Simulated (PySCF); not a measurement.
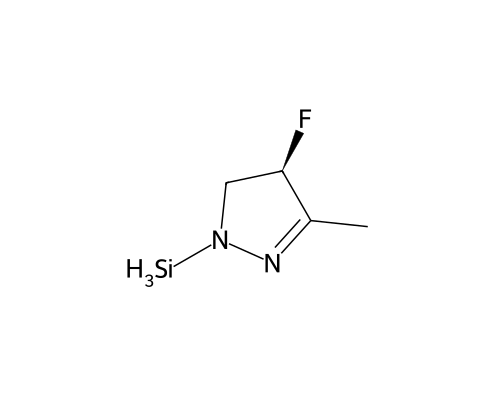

The geometry was computed by an optimisation with GFN2-xTB. No frequency run is at hand to confirm it as a minimum. Properties computed with PBE0/pcSseg-1, gas phase (PySCF 2.14.0).

Computed properties:

The species is C4H9FN2Si (`CC1=NN([SiH3])C[C@H]1F`).
- dipole moment: 1.57 D
- HOMO energy (Kohn–Sham orbital): −6.20 eV
- LUMO energy (Kohn–Sham orbital): 0.03 eV
- HOMO–LUMO gap: 6.22 eV

The geometry is semi-empirical. Around Si such bond lengths and angles can be off by a tenth of an ångström or more and by several degrees, and values that hang on the shape move with them.
